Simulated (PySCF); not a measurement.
Input

```
{"job": {"kind": "nmr", "xc": "PBE0", "basis": "pcSseg-1"}, "charge": 0, "multiplicity": 1}
C     -2.683859    -0.301463    -0.156545
O     -1.693577     0.678988    -0.356186
C     -0.401269     0.345735    -0.139772
C      0.058629    -0.903089     0.266869
C      1.411583    -1.129529     0.458175
C      2.338783    -0.127516     0.251664
C      1.890650     1.118968    -0.153762
F      2.779537     2.105428    -0.360165
C      0.542192     1.361573    -0.349410
F      0.120932     2.575654    -0.743444
H     -2.546809    -1.151287    -0.832058
H     -2.695443    -0.652775     0.879665
H     -3.628499     0.189778    -0.381412
H     -0.638219    -1.707323     0.435447
H      1.743546    -2.106095     0.773583
H      3.394226    -0.288104     0.395939
```

Run with:

```sh
OMP_NUM_THREADS=1 python probes_run.py task.json out
```

Geometry: GFN2-xTB.

These are results of PBE0/pcSseg-1, SCF density, gas phase, non-relativistic in PySCF, not measurements.

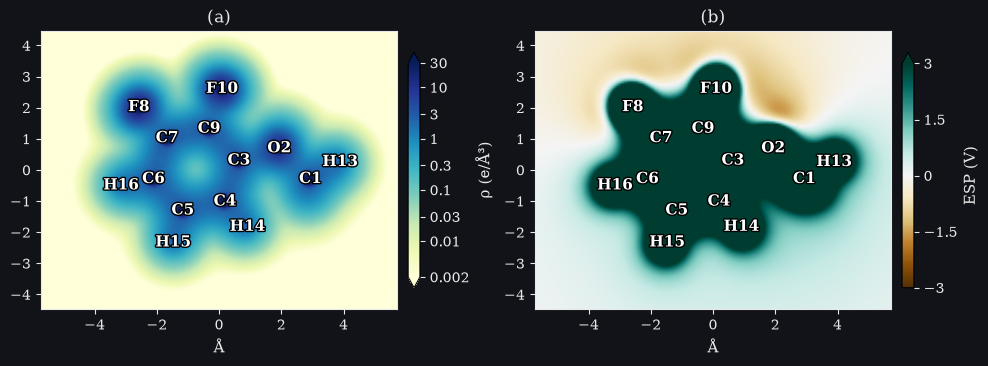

C7H6F2O (SMILES COc1cccc(F)c1F). (a) total electron density; (b) electrostatic potential on the plane of atoms C7, C6 and H16.

> Interpret the plot.

The plane passes through C, O, F and H nuclei. C–F (1.34 Å): ρ is about 2.3 e/Å³ halfway. C–O (1.35 Å): the density is about 2.3 e/Å³ at the midpoint, with its minimum of 2 e/Å³ about 0.5 Å from C. C–C (1.38 Å): the density is about 2.1 e/Å³ at the midpoint. C–H (1.08 Å): the density is about 2.1 e/Å³ at the midpoint. C–O (1.41 Å): the density is about 2 e/Å³ at the midpoint, with its minimum of 1.7 e/Å³ about 0.5 Å from C. Outside the dense part of the molecule the potential is most negative (−1.6 V) near O2.
